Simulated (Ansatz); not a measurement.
# FH5PSi2 (SMILES F[SiH2][P][SiH3]) (doublet): what the fields show

The calculation's input:

```
crystal:
  periodic: [false, false, false]
  atoms:
    - symbol: F
      position_ang: [0.389277, -3.010671, -1.171838]
    - symbol: P
      position_ang: [2.172954, -1.299334, -3.255553]
    - symbol: Si
      position_ang: [1.075041, -3.159110, -2.650673]
    - symbol: Si
      position_ang: [1.704284, -0.149062, -1.362596]
    - symbol: H
      position_ang: [-0.015698, -3.439833, -3.627268]
    - symbol: H
      position_ang: [2.023567, -4.307743, -2.594215]
    - symbol: H
      position_ang: [0.229086, 0.014634, -1.198152]
    - symbol: H
      position_ang: [2.336049, 1.196891, -1.483508]
    - symbol: H
      position_ang: [2.266804, -0.849347, -0.169563]
basis:
  gaussian: {orbitals: def2-TZVPD}
total_charge: 0
magnetization: {spin_polarized: true, initial_magnetization: 1}
hamiltonian: {xc: {name: PBE0}}
output: {forces: true, orbitals: {seedname: orbitals}}
```

Run with:

```sh
ansatz run input.yaml --threads 2 --pin off --max-ram 4350MiB --events-out events.jsonl --progress --plain --runs-dir runs
```

Geometry: r2SCAN-D4/def2-SVP.

These are results of isolated molecule in a Gaussian basis; Kohn-Sham density functional theory, functional PBE0 (Ansatz), not measurements.

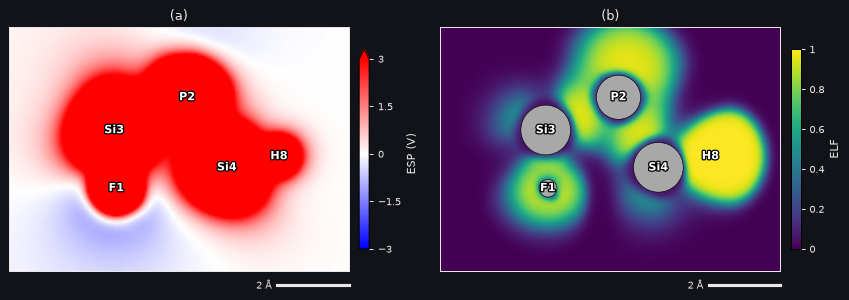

Figure 1. (a) molecular electrostatic potential; (b) ELF on the plane of atoms Si3, P2 and Si4. Grey discs cover the atomic cores in the ELF map.

**What does the map show?**

- The plane passes through F, P, Si and H nuclei.
- Si–F (1.64 Å): the ELF peaks at about 0.85 in the valence shell of F, 0.6 Å from its nucleus, and is about 0.55 at the midpoint.
- Si–P (2.24 Å): the ELF peaks at about 0.95 between the atoms; a covalent bond.
- Si–H (1.49 Å): the ELF climbs to about 1 towards the hydrogen, as it does in any bond to H.
- The ELF also peaks beside F1 and P2, away from the bonds: non-bonding electrons, paired or unpaired.
- Outside the dense part of the molecule the potential is most negative (−0.9 V) near F1.

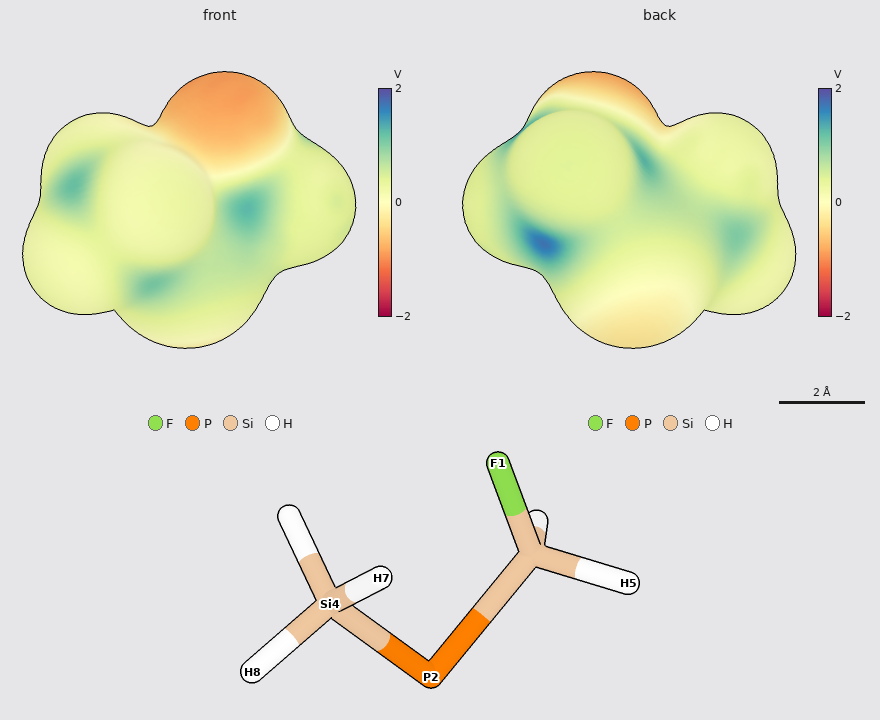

Figure 2. The molecular electrostatic potential painted on the density surface at 0.002 e/bohr³, seen from the front and from behind; red is negative and blue positive. The bare structure is drawn below in the same view.

**Describe the electrostatic potential map.**

The most negative region (about −0.9 V, or −21 kcal/mol for a unit charge) lies over F1, the most positive (about +1.5 V, or +35 kcal/mol for a unit charge) over Si3.

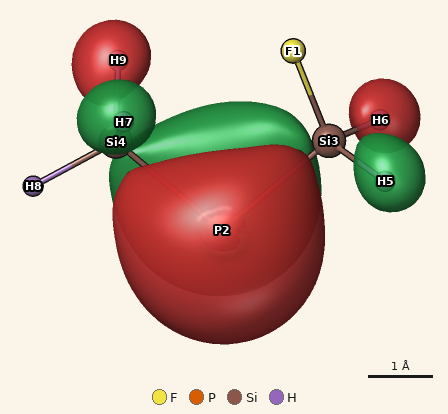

Figure 3. The LUMO (β) at ±0.08 Å⁻³ᐟ² (green and red are the two phases), seen at a tilt.

**What is the character of this orbital?**

It lies mainly on P2 (about 70 %). Its energy is −3.78 eV.

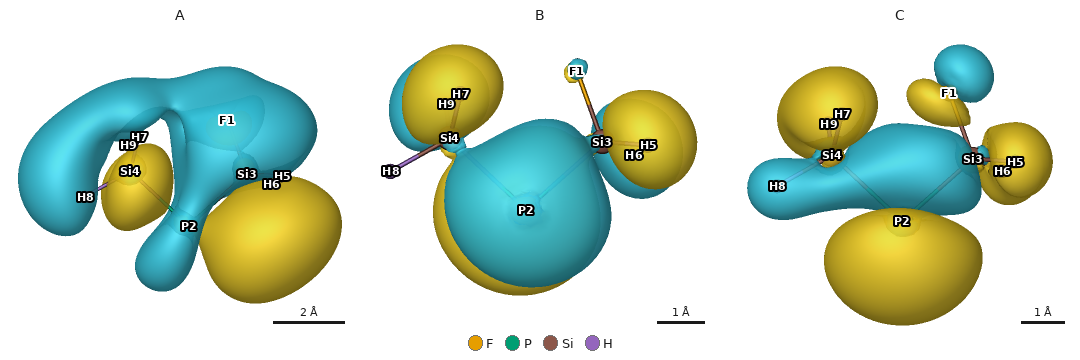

Figure 4. Three frontier orbitals at ±0.04 Å⁻³ᐟ² (yellow and cyan are the two phases), in no order.

**Order the three orbitals by energy and name them. All are α orbitals.**

C is the HOMO−1 (α) (−8.11 eV). Its weight (Hirshfeld) is mainly on P2 (about 65 %), Si3 (about 15 %) and Si4 (about 10 %). B is the HOMO (α) (−7.38 eV). It lies mainly on P2 (about 70 %); largely a lone pair of P2. A is the LUMO (α) (−0.84 eV). By Hirshfeld shares it lies mainly on Si3 (about 40 %), P2 (about 20 %) and Si4 (about 15 %).

**What is the gap between the highest occupied and lowest empty α orbitals?**

6.54 eV between the orbital energies.
